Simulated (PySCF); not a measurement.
C4H11O3Si, SMILES [CH2][Si](OC)(OC)OC, doublet at its GFN2-xTB optimised geometry (Å):

```
19

C     -1.4947     1.8616     0.0000
Si    -0.6649     0.1998     0.0000
O      0.9644     0.1998     0.0000
C      1.7731     0.8085     0.9611
O     -0.8567    -0.6894    -1.3477
C     -2.0787    -1.0450    -1.9212
O     -1.3195    -0.4546     1.3541
C     -1.0505    -1.7185     1.9001
H     -2.0369     2.2504     0.8418
H     -1.4436     2.5125    -0.8540
H      1.8114     1.8888     0.7986
H      2.7781     0.3956     0.8643
H      1.4011     0.6262     1.9723
H     -2.7781    -1.4216    -1.1707
H     -1.8875    -1.8230    -2.6613
H     -2.5357    -0.1833    -2.4142
H      0.0185    -1.8486     2.0845
H     -1.3827    -2.5125     1.2268
H     -1.5936    -1.7933     2.8435
```

Computed with PySCF with unrestricted PBE0/def2-SVP. Cells within 0.4 Å of a nucleus heavier than hydrogen are left out (blank, or x).

Map of the log10 of the electron density (e/bohr³), floored at −4 on the plane z = 0.0 Å:

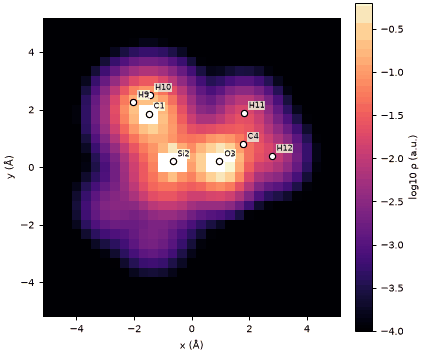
Log10 of the electron density (e/bohr³), floored at −4 on the plane z = 0.0 Å.
